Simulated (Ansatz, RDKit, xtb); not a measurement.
# C5H5F2O+: which of the isomers drawn lies lowest?

A sample of isomers of C5H5F2O+ (charge +1) is drawn. Aim: find which of them has the lowest free energy at 298.15 K, then its properties. The sample is small against all isomers, and the most stable one of this formula need not be in it.

The funnel: GFN2-xTB relaxations, single points with a density functional, relaxations at PBE0-D3(BJ)/def2-SVP, harmonic vibrations (at GFN2-xTB), and a last energy at a higher level. All values are calculated.

**1. Drawing up candidates**

Isomers were taken from a list of plausible structures; this is a sample, not all of them. That gives 6 candidates.

| label | SMILES | spin |
| --- | --- | --- |
| c346 | FCO[c+]1cc1CF | singlet |
| c349 | COc1c(CF)[c+]1F | singlet |
| c518 | CO[C@H](F)[c+]1cc1F | singlet |
| c549 | C=C[C@H](C#[O+])C(F)F | singlet |
| c801 | C[c+]1cc1OC(F)F | singlet |
| c983 | FC(F)OC[c+]1cc1 | singlet |

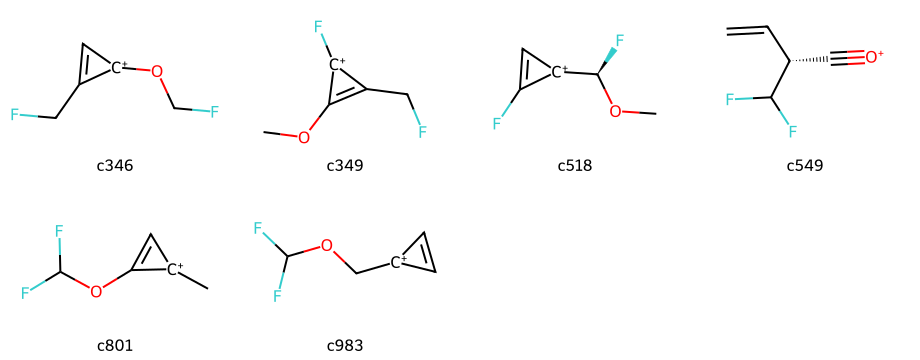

Structural formulas of the candidates.

Candidates are built by distance geometry, with a force field where one applies, in up to four conformers (letters a to d).

**2. Search with GFN2-xTB**

All 19 starts are relaxed the same way. One of them, c346a (taken from a list of plausible isomers, embedded by distance geometry and MMFF94), in full:

Contents of start.xyz:

```xyz
13
c346a
C     -1.660795     0.993475    -0.763669
C     -0.519817    -0.964178    -0.545035
C     -0.284839    -2.230485    -1.171081
C      0.793155    -1.629711    -0.661096
C      1.993397    -1.205145    -1.401411
F     -1.865572     2.000166    -1.587547
F      3.069718    -1.830367    -0.829678
O     -0.807613     0.077204    -1.398173
H     -2.581339     0.479508    -0.546333
H     -1.169907     1.371525     0.200411
H     -0.343479    -2.599755    -2.153376
H      2.002580    -1.453814    -2.458187
H      2.218858    -0.133584    -1.310520
```

Started as:

```
$ xtb start.xyz --gfn 2 --opt --chrg 1
```

The log of the run, shortened:

```text
* xtb version 6.7.1
[...]
          :  # basis functions                  37          :
[...]
          :  # electrons                        44          :
[...]
          :  Hamiltonian                  GFN2-xTB          :
[...]
          :  net charge                          1          :
          :  unpaired electrons                  0          :
[...]
   *** convergence criteria satisfied after 13 iterations ***
[...]
   *** GEOMETRY OPTIMIZATION CONVERGED AFTER 56 ITERATIONS ***
[...]
   *** convergence criteria satisfied after 3 iterations ***
[...]
         ::                     SUMMARY                     ::
         :::::::::::::::::::::::::::::::::::::::::::::::::::::
         :: total energy             -26.223768062825 Eh    ::
         :: gradient norm              0.000456138332 Eh/a0 ::
         :: HOMO-LUMO gap              3.761316813035 eV    ::
         ::.................................................::
         :: SCC energy               -26.479113181797 Eh    ::
         :: -> isotropic ES            0.139643820193 Eh    ::
         :: -> anisotropic ES         -0.005095306799 Eh    ::
         :: -> anisotropic XC         -0.003234834186 Eh    ::
         :: -> dispersion             -0.006630735612 Eh    ::
         :: repulsion energy           0.255345118972 Eh    ::
         :: add. restraining           0.000000000000 Eh    ::
         :: total charge               1.000000000000 e     ::
         :::::::::::::::::::::::::::::::::::::::::::::::::::::
[...]
        22        2.0000           -0.6321297             -17.2011 (HOMO)
        23                         -0.4939038             -13.4398 (LUMO)
[...]
     #   Z          covCN         q      C6AA      α(0)
     1   6          3.510     0.210    18.558     6.371
     2   6          2.847     0.250    22.808     7.827
     3   6          2.887     0.029    27.351     8.574
     4   6          2.943     0.084    26.118     8.382
     5   6          3.608     0.108    19.302     6.346
     6   9          0.784    -0.200    11.235     3.959
     7   9          0.787    -0.186    11.090     3.934
     8   8          1.703    -0.093    15.733     5.355
     9   1          0.924     0.143     1.441     1.877
    10   1          0.923     0.141     1.452     1.885
    11   1          0.927     0.193     1.135     1.666
    12   1          0.923     0.161     1.322     1.798
    13   1          0.923     0.160     1.329     1.803
[...]
     #   Z sym  total        # sym  WBO       # sym  WBO       # sym  WBO
 ---------------------------------------------------------------------------
     1   6      3.819 --     6      0.987     9      0.940    10      0.940
                             8      0.897
     2   6      3.893 --     8      1.376     3      1.259     4      1.148
     3   6      3.875 --     4      1.437     2      1.259    11      0.934
                             8      0.102
     4   6      3.892 --     3      1.437     2      1.148     5      1.092
                             8      0.105
     5   6      3.912 --     4      1.092     7      0.975    13      0.892
                            12      0.891
     6   9      1.068 --     1      0.987
     7   9      1.060 --     5      0.975
     8   8      2.534 --     2      1.376     1      0.897     4      0.105
                             3      0.102
[...]
molecular dipole:
                 x           y           z       tot (Debye)
 q only:       -0.982      -1.162      -1.873
   full:       -1.188      -1.084      -1.822       6.177
molecular quadrupole (traceless):
[...]
          | TOTAL ENERGY              -26.223768062825 Eh   |
          | GRADIENT NORM               0.000456138332 Eh/α |
          | HOMO-LUMO GAP               3.761316813035 eV   |
           -------------------------------------------------
[...]
```

Run time: 0.26 s. Hardware: 4 threads of Arm Neoverse V1, shared host.

**3. Distinct minima at GFN2-xTB**

19 of the 19 relaxations converged; 5 ended on a minimum already found. 14 distinct structures remain:

| label | start | SMILES after | spin | energy (kcal/mol) |
| --- | --- | --- | --- | --- |
| c801b | drawn | C[c+]1cc1OC(F)F | singlet | 0.0 |
| c801a | drawn | C[c+]1cc1OC(F)F | singlet | 0.3 |
| c549c | drawn | C=C[C@H](C#[O+])C(F)F | singlet | 5.0 |
| c549b | drawn | C=C[C@H](C#[O+])C(F)F | singlet | 6.7 |
| c549a | drawn | C=C[C@H](C#[O+])C(F)F | singlet | 7.4 |
| c346a | drawn | FCO[c+]1cc1CF | singlet | 12.1 |
| c346d | drawn | FCO[c+]1cc1CF | singlet | 12.2 |
| c346b | drawn | FCO[c+]1cc1CF | singlet | 12.7 |
| c349c | drawn | COc1c(CF)[c+]1F | singlet | 16.3 |
| c349b | drawn | COc1c(CF)[c+]1F | singlet | 18.5 |
| c983b | drawn | FC(F)OC[c+]1cc1 | singlet | 19.7 |
| c983a | drawn | FC(F)OC[c+]1cc1 | singlet | 22.0 |
| c518b | drawn | CO[C@H](F)[c+]1cc1F | singlet | 46.9 |
| c518a | drawn | CO[C@H](F)[c+]1cc1F | singlet | 47.1 |

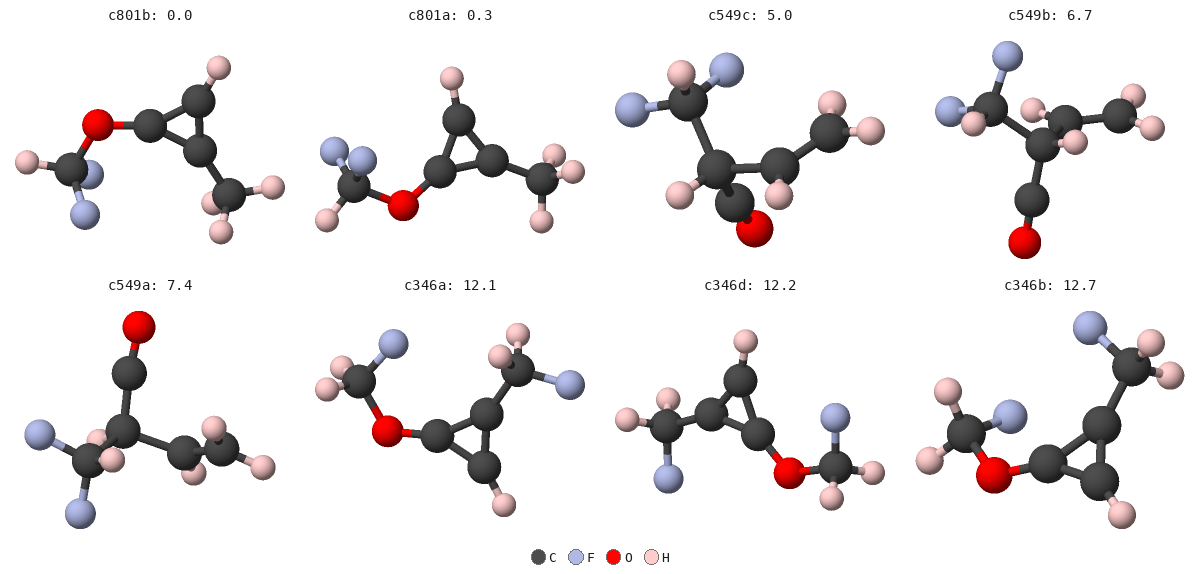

The 8 lowest minima that did not fall apart, with their GFN2-xTB energies in kcal/mol.

**4. Single points on the low minima**

A choice of the minima (the low ones first, few conformers of a pattern, up to a cap) and the lowest that fell apart get a single point at r2SCAN-D4/def2-SVP on the tight-binding geometry, and one at HF/STO-3G for comparison. The lowest singlets are also tried as triplets at the same geometry (label ending in t). Within 30 kcal/mol but not screened, among others: c549a, c346b. The first, c801b:

Contents of input.yaml:

```yaml
crystal:
  periodic: [false, false, false]
  atoms:
    - {symbol: C, position_ang: [0.576909, 0.059477, -1.758470]}
    - {symbol: C, position_ang: [0.458243, 0.623840, -0.447859]}
    - {symbol: C, position_ang: [0.744256, 1.603432, 0.486624]}
    - {symbol: C, position_ang: [-0.068517, 0.553834, 0.856494]}
    - {symbol: C, position_ang: [-1.415019, -1.235904, 1.388274]}
    - {symbol: F, position_ang: [-2.174254, -1.018124, 0.316281]}
    - {symbol: F, position_ang: [-0.485067, -2.120140, 1.035733]}
    - {symbol: O, position_ang: [-0.778367, -0.026098, 1.750157]}
    - {symbol: H, position_ang: [-0.412248, -0.199226, -2.149420]}
    - {symbol: H, position_ang: [1.115528, -0.893193, -1.691324]}
    - {symbol: H, position_ang: [1.101776, 0.723517, -2.442746]}
    - {symbol: H, position_ang: [1.229422, 2.515800, 0.760250]}
    - {symbol: H, position_ang: [-2.009633, -1.590622, 2.241628]}
basis:
  gaussian:
    orbitals: def2-SVP
total_charge: 1
hamiltonian:
  xc: {name: r2SCAN}
  dispersion: d4
scf:
  lower_state_search: off
```

Started as:

```
$ ansatz run input.yaml --threads 4 --pin off --max-ram 7830MiB --events-out events.jsonl --progress --plain --runs-dir runs
```

The log of the run, shortened:

```text
Warning: RAYON_NUM_THREADS=4 ignored (pool sized by the plan → 4); use --threads N
Functional definition: r2SCAN
  name "r2SCAN"
[...]
1519 factors; their error is unknown
[...]
mean field -12721.63036774 eV, -467.5112929838 hartree, gradient 3.7e-6 eV, S^2 0.000000; 0 other end points of the search recorded, 0 dependent functions left out
reference -12721.63037656 eV, -467.5112933077 hartree; 30, 30 occupied and 107, 107 virtual orbitals, 1519 factors
Total energy: -12721.69765017 eV, -467.5137655673 hartree
Checks for a lower state left out: stability, starts, cluster_reference, orbital_swaps, neighbouring_geometries, increment
```

Wall time 2 s (4 threads of Arm Neoverse V1, shared host); peak memory 0.18 GiB.

Relative energies in kcal/mol, each column from its lowest structure that stays in one piece:

| label | SMILES | spin | GFN2-xTB | HF/STO-3G | r2SCAN-D4/def2-SVP |
| --- | --- | --- | --- | --- | --- |
| c801b | C[c+]1cc1OC(F)F | singlet | 0.0 | 0.3 | 0.0 |
| c549c | C=C[C@H](C#[O+])C(F)F | singlet | 5.0 | 18.7 | 0.4 |
| c801a | C[c+]1cc1OC(F)F | singlet | 0.3 | 0.0 | 0.7 |
| c549b | C=C[C@H](C#[O+])C(F)F | singlet | 6.7 | 21.1 | 2.1 |
| c983b | FC(F)OC[c+]1cc1 | singlet | 19.7 | 24.3 | 16.7 |
| c983a | FC(F)OC[c+]1cc1 | singlet | 22.0 | 24.0 | 18.7 |
| c346a | FCO[c+]1cc1CF | singlet | 12.1 | 19.6 | 22.0 |
| c346d | FCO[c+]1cc1CF | singlet | 12.2 | 19.2 | 22.8 |
| c349c | COc1c(CF)[c+]1F | singlet | 16.3 | 17.8 | 27.1 |
| c349b | COc1c(CF)[c+]1F | singlet | 18.5 | 18.3 | 29.1 |
| c549ct | C=C[C@H](C#[O+])C(F)F | triplet | – | – | 86.5 |
| c801bt | C[c+]1cc1OC(F)F | triplet | – | – | 128.5 |

**5. Third filter: density-functional geometries**

3 candidates are relaxed at PBE0-D3(BJ)/def2-SVP (chosen among the lowest in one piece, one conformer a pattern). The first, c801b:

Contents of input.yaml:

```yaml
crystal:
  periodic: [false, false, false]
  atoms:
    - symbol: C
      position_ang: [0.576909, 0.059477, -1.758470]
    - symbol: C
      position_ang: [0.458243, 0.623840, -0.447859]
    - symbol: C
      position_ang: [0.744256, 1.603432, 0.486624]
    - symbol: C
      position_ang: [-0.068517, 0.553834, 0.856494]
    - symbol: C
      position_ang: [-1.415019, -1.235904, 1.388274]
    - symbol: F
      position_ang: [-2.174254, -1.018124, 0.316281]
    - symbol: F
      position_ang: [-0.485067, -2.120140, 1.035733]
    - symbol: O
      position_ang: [-0.778367, -0.026098, 1.750157]
    - symbol: H
      position_ang: [-0.412248, -0.199226, -2.149420]
    - symbol: H
      position_ang: [1.115528, -0.893193, -1.691324]
    - symbol: H
      position_ang: [1.101776, 0.723517, -2.442746]
    - symbol: H
      position_ang: [1.229422, 2.515800, 0.760250]
    - symbol: H
      position_ang: [-2.009633, -1.590622, 2.241628]
basis:
  gaussian:
    orbitals: def2-SVP
total_charge: 1
hamiltonian:
  xc: pbe0
  dispersion: d3bj
scf:
  lower_state_search: off
relax:
  f_tol: 0.006
```

Started as:

```
$ ansatz run input.yaml --threads 4 --pin off --max-ram 7830MiB --events-out events.jsonl --progress --plain --runs-dir runs
```

The log of the run, shortened:

```text
Warning: RAYON_NUM_THREADS=4 ignored (pool sized by the plan → 4); use --threads N
[...]
Functional definition: PBE0
  name "PBE0"
[...]
1530 factors; integrals over basis functions are off by at most 2.7e-4 eV
[...]
mean field -12714.69551800 eV, -467.2564419563 hartree, gradient 6.1e-6 eV, S^2 0.000000; 0 other end points of the search recorded, 0 dependent functions left out
[...]
reference -12714.69554164 eV, -467.2564428251 hartree; 30, 30 occupied and 107, 107 virtual orbitals, 1530 factors
relax step   1: F+E_penalty+E_count = -12714.92422057 eV  Δ(F+E_penalty+E_count) = +0.000e0 eV  max|allowed force component| = 2.036e0 eV/Å  Δτ_max = 0.0000 Å  (16 SCF iters, accepted)
[...]
relax step   5: F+E_penalty+E_count = -12714.99826047 eV  Δ(F+E_penalty+E_count) = -1.482e-4 eV  max|allowed force component| = 3.771e-2 eV/Å  Δτ_max = 0.0119 Å  (15 SCF iters, accepted)
[...]
Atom 4 at    -1.406556    -1.261512     1.372202 Å, force    -0.001396     0.000149    -0.000350 eV/Å
Atom 5 at    -2.191881    -1.012241     0.343392 Å, force     0.000566     0.000031     0.000929 eV/Å
Atom 6 at    -0.455749    -2.095585     1.001864 Å, force     0.000588    -0.000248    -0.000384 eV/Å
Atom 7 at    -0.779572    -0.022731     1.757421 Å, force     0.000241     0.001006    -0.000738 eV/Å
Atom 8 at    -0.417407    -0.088234    -2.196234 Å, force     0.005355     0.000788     0.001731 eV/Å
Atom 9 at     1.021986    -0.959934    -1.664293 Å, force    -0.002530     0.005639    -0.000690 eV/Å
Atom 10 at     1.206571     0.673249    -2.411727 Å, force    -0.002571    -0.002534     0.002117 eV/Å
Atom 11 at     1.207403     2.546287     0.730776 Å, force    -0.000159    -0.000280     0.000343 eV/Å
Atom 12 at    -1.958752    -1.609544     2.255231 Å, force     0.000160    -0.000204    -0.000044 eV/Å
Dipole moment:     0.515721     0.689550    -0.229323 e Å
Checks for a lower state left out: stability, starts, cluster_reference, orbital_swaps, neighbouring_geometries, increment
```

Wall time 32 s (4 threads of Arm Neoverse V1, shared host); peak memory 0.35 GiB.

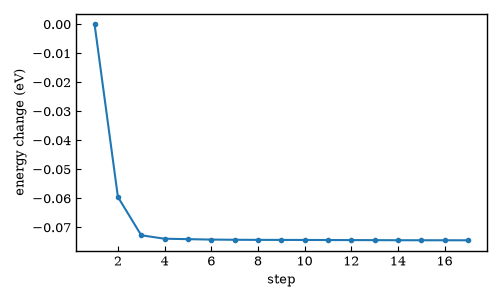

Energy along the run, all evaluated steps.

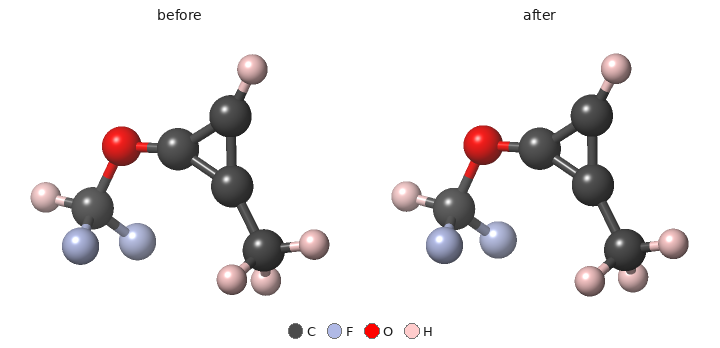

Before and after, at one scale.

After the run. Bond lengths: C1–C2 1.457 Å, C2–C3 1.371 Å, C2–C4 1.384 Å, C3–C4 1.364 Å, C5–F6 1.318 Å, C5–F7 1.318 Å, C4–O8 1.280 Å, C5–O8 1.441 Å, C1–H9 1.103 Å, C1–H10 1.103 Å, C1–H11 1.096 Å, C3–H12 1.092 Å, C5–H13 1.098 Å. Some angles: C1–C2–C3 150.9°, C1–C2–C4 149.7°, C3–C2–C4 59.4°, C2–C3–C4 60.8°, C2–C4–C3 59.8°, C2–C4–O8 151.9°, C3–C4–O8 148.3°, F6–C5–F7 109.3°, F6–C5–O8 107.8°, F7–C5–O8 107.8°.

**6. The relaxed candidates**

| label | spin | r2SCAN-D4/def2-SVP (kcal/mol) | PBE0-D3(BJ)/def2-SVP, relaxed (kcal/mol) | time |
| --- | --- | --- | --- | --- |
| c801b | singlet | 0.0 | 0.0 | 32 s |
| c549c | singlet | 0.4 | 2.3 | 36 s |
| c983b | singlet | 16.7 | 16.2 | 22 s |

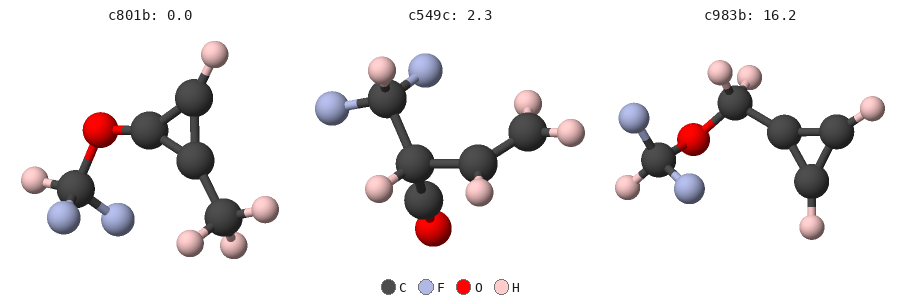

The relaxed structures, with energies at PBE0-D3(BJ)/def2-SVP in kcal/mol.

**7. Vibrations and thermal terms**

The lowest few in one piece go on as finalists. In this search the thermal terms come from GFN2-xTB at its own nearest minimum. The first, c801b:

Contents of start.xyz:

```xyz
13
c801b
C      0.585683     0.048662    -1.758998
C      0.441724     0.621126    -0.426963
C      0.710388     1.604012     0.490338
C     -0.080809     0.553037     0.852613
C     -1.406556    -1.261512     1.372202
F     -2.191881    -1.012241     0.343392
F     -0.455749    -2.095585     1.001864
O     -0.779572    -0.022731     1.757421
H     -0.417407    -0.088234    -2.196234
H      1.021986    -0.959934    -1.664293
H      1.206571     0.673249    -2.411727
H      1.207403     2.546287     0.730776
H     -1.958752    -1.609544     2.255231
```

Started as:

```
$ xtb start.xyz --gfn 2 --ohess tight --chrg 1
```

The log of the run, shortened:

```text
* xtb version 6.7.1
[...]
          :  # basis functions                  37          :
[...]
          :  # electrons                        44          :
[...]
          :  Hamiltonian                  GFN2-xTB          :
[...]
          :  net charge                          1          :
          :  unpaired electrons                  0          :
[...]
   *** convergence criteria satisfied after 11 iterations ***
[...]
   *** GEOMETRY OPTIMIZATION CONVERGED AFTER 10 ITERATIONS ***
[...]
   *** convergence criteria satisfied after 3 iterations ***
[...]
         ::                     SUMMARY                     ::
         :::::::::::::::::::::::::::::::::::::::::::::::::::::
         :: total energy             -26.243149282735 Eh    ::
         :: gradient norm              0.000263868182 Eh/a0 ::
         :: HOMO-LUMO gap              4.373751445354 eV    ::
         ::.................................................::
         :: SCC energy               -26.505687688933 Eh    ::
         :: -> isotropic ES            0.143983257966 Eh    ::
         :: -> anisotropic ES         -0.007519349158 Eh    ::
         :: -> anisotropic XC         -0.005193170399 Eh    ::
         :: -> dispersion             -0.006919711035 Eh    ::
         :: repulsion energy           0.262538406198 Eh    ::
         :: add. restraining           0.000000000000 Eh    ::
         :: total charge               1.000000000000 e     ::
         :::::::::::::::::::::::::::::::::::::::::::::::::::::
[...]
        22        2.0000           -0.6518155             -17.7368 (HOMO)
        23                         -0.4910831             -13.3631 (LUMO)
[...]
molecular dipole:
                 x           y           z       tot (Debye)
 q only:        0.270       0.790       0.066
   full:        0.194       0.827       0.331       2.317
molecular quadrupole (traceless):
[...]
          | TOTAL ENERGY              -26.243149282736 Eh   |
          | TOTAL ENTHALPY            -26.146652315764 Eh   |
          | TOTAL FREE ENERGY         -26.189780400627 Eh   |
          | GRADIENT NORM               0.000264139771 Eh/α |
[...]
```

Wall time 0.17 s (4 threads of Arm Neoverse V1, shared host).

**8. Zero-point energy and free-energy terms**

As xtb prints them, at 298.15 K, with its own treatment of low modes:

| label | SMILES | spin | lowest mode (cm⁻¹) | zero-point (kcal/mol) | G − E (kcal/mol) |
| --- | --- | --- | --- | --- | --- |
| c801b | C[c+]1cc1OC(F)F | singlet | 37 | 54.7 | 33.5 |
| c549c | C=C[C@H](C#[O+])C(F)F | singlet | 52 | 54.8 | 33.7 |
| c983b | FC(F)OC[c+]1cc1 | singlet | 44 | 54.1 | 33.4 |

**9. Energies at the top level**

Each finalist gets a single point at CCSD(T)/def2-SVP + MP2/def2-TZVPP - MP2/def2-SVP.

c801b, CCSD(T)/def2-SVP:

Contents of input.yaml:

```yaml
crystal:
  periodic: [false, false, false]
  atoms:
    - {symbol: C, position_ang: [0.585683, 0.048662, -1.758998]}
    - {symbol: C, position_ang: [0.441724, 0.621126, -0.426963]}
    - {symbol: C, position_ang: [0.710388, 1.604012, 0.490338]}
    - {symbol: C, position_ang: [-0.080809, 0.553037, 0.852613]}
    - {symbol: C, position_ang: [-1.406556, -1.261512, 1.372202]}
    - {symbol: F, position_ang: [-2.191881, -1.012241, 0.343392]}
    - {symbol: F, position_ang: [-0.455749, -2.095585, 1.001864]}
    - {symbol: O, position_ang: [-0.779572, -0.022731, 1.757421]}
    - {symbol: H, position_ang: [-0.417407, -0.088234, -2.196234]}
    - {symbol: H, position_ang: [1.021986, -0.959934, -1.664293]}
    - {symbol: H, position_ang: [1.206571, 0.673249, -2.411727]}
    - {symbol: H, position_ang: [1.207403, 2.546287, 0.730776]}
    - {symbol: H, position_ang: [-1.958752, -1.609544, 2.255231]}
basis:
  gaussian:
    orbitals: def2-SVP
total_charge: 1
correlation:
  method: ccsd_t
  frozen_orbitals: {O: 1, F: 1, C: 1, H: 0}
```

Started as:

```
$ ansatz run input.yaml --threads 4 --pin off --max-ram 7830MiB --events-out events.jsonl --progress --plain --runs-dir runs
```

The log of the run, shortened:

```text
Warning: RAYON_NUM_THREADS=4 ignored (pool sized by the plan → 4); use --threads N
Functional definition: HF
  name "HF"
[...]
1375 factors; integrals over basis functions are off by at most 1.1e-3 eV
[...]
mean field -12661.92461996 eV, -465.3171472229 hartree, gradient 1.5e-6 eV, S^2 0.000000; 0 other end points of the search recorded, 0 dependent functions left out
8 core orbitals not correlated: weight in the atoms' cores, before any rotation towards them, 1.000 or more for the frozen orbitals, at most 0.000 for the correlated occupied ones
reference -12661.92461996 eV, -465.3171472229 hartree; 22, 22 occupied and 107, 107 virtual orbitals, 1375 factors
second order -31.81586904 eV of doubles, -0.00000000 eV of singles
cycle   1  -32.06085521 eV  change   -2.4e-1 eV  update   1.3e-1
[...]
cycle  10  -32.99944773 eV  change   -2.8e-5 eV  update   1.4e-5
perturbative correction -1.01485992 eV, -0.0372954142 hartree
Total energy: -12695.93892762 eV, -466.5671499734 hartree
```

Wall time 33 s (4 threads of Arm Neoverse V1, shared host); peak memory 1.2 GiB.

(Part 1 of 2 ends here.)
